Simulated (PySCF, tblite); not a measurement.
**C4H10AlFO: geometry, infrared bands and NMR shifts**

Wanted: the infrared bands and NMR shifts of C4H10AlFO (`C=C[C@H](F)[O+](C)[AlH3-]`), by calculation.

Programs: tblite 0.8.0 and PySCF 2.14.0, with density-fitted response routines of our own. Each step states its level of theory. These are calculated values for one molecule in the gas phase, unless marked as measured. Atoms are numbered from 0 throughout.

## 1. The starting structure

17 atoms, charge 0, multiplicity 1; geometry from: force field or distance geometry start.

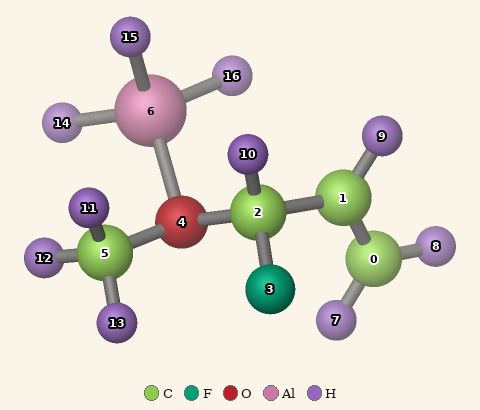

As it starts; carbon green, fluorine teal, oxygen red, aluminium pink, hydrogen purple, atoms numbered.

## 2. Relaxing the molecule with GFN2-xTB

What the job is given:

```
{"job": {"kind": "relax", "xc": "GFN2-xTB", "basis": "xTB"}, "charge": 0, "multiplicity": 1}
C      2.441700     0.278300    -0.817100
C      1.719900     0.344600     0.305300
C      0.523200    -0.536900     0.539500
F      0.955000    -1.843200     0.500500
O     -0.478300    -0.301000    -0.462400
C     -1.488600    -1.300900    -0.394400
Al    -1.314000     1.376900    -0.219700
H      2.161300    -0.396900    -1.609100
H      3.303000     0.919400    -0.948300
H      2.020600     1.033800     1.098300
H      0.110000    -0.342900     1.557600
H     -1.941400    -1.374000     0.626700
H     -2.294200    -1.113300    -1.127700
H     -1.063700    -2.293800    -0.671900
H     -2.468700     1.576900    -1.304200
H     -1.954700     1.438800     1.259500
H     -0.238000     2.546200    -0.376100
```

Started as:

```sh
OMP_NUM_THREADS=1 python probes_run.py task.json out
```

This one command runs all jobs of the session in turn.

**Question.** This job is followed by: GFN2-xTB harmonic vibrations, gas phase; GIAO PBE0/pcSseg-1 NMR shielding, non-relativistic, gas phase. What will the session give for the following? strongest single infrared mode (GFN2-xTB); zero-point energy (GFN2-xTB); 13C shifts against TMS (PBE0/pcSseg-1); 1H shifts against TMS (PBE0/pcSseg-1, means over atoms taken as alike); 19F shifts against CFCl3 (PBE0/pcSseg-1); 17O shifts against H2O (PBE0/pcSseg-1); 27Al shifts against AlH4- (PBE0/pcSseg-1).

The runs gave:

```
                                                              quantity                                   value
                             strongest single infrared mode (GFN2-xTB)                    810 cm⁻¹, 566 km/mol
                                          zero-point energy (GFN2-xTB)                           76.8 kcal/mol
                                13C shifts against TMS (PBE0/pcSseg-1)           139.4, 128.3, 114.1, 62.0 ppm
1H shifts against TMS (PBE0/pcSseg-1, means over atoms taken as alike)  6.19, 6.12, 6.08, 5.97, 4.32, 4.31 ppm
                              19F shifts against CFCl3 (PBE0/pcSseg-1)                              -171.1 ppm
                                17O shifts against H2O (PBE0/pcSseg-1)                                62.7 ppm
                             27Al shifts against AlH4- (PBE0/pcSseg-1)                                76.2 ppm
```

What this shows: The optimisation took 133 steps and gained 0.728 eV; among the close pairs (by a distance rule), C2–O4 changed most, from 1.436 to 1.388 Å. All 45 modes are real, so the xTB geometry is a minimum. The strongest single mode, at 810 cm⁻¹, is spread over several atoms, H14, H16, H15 among them. GFN2-xTB is a fitted tight-binding method: band positions and strengths are rough. Its intensities can rank the bands wrongly. The most deshielded carbon is C1 (alkene CH), at 139.4 ppm: an sp2 carbon of a C=C bond. At PBE0/pcSseg-1: The widest tensor belongs to C0: span 238 ppm, with a paramagnetic part of -194 ppm.
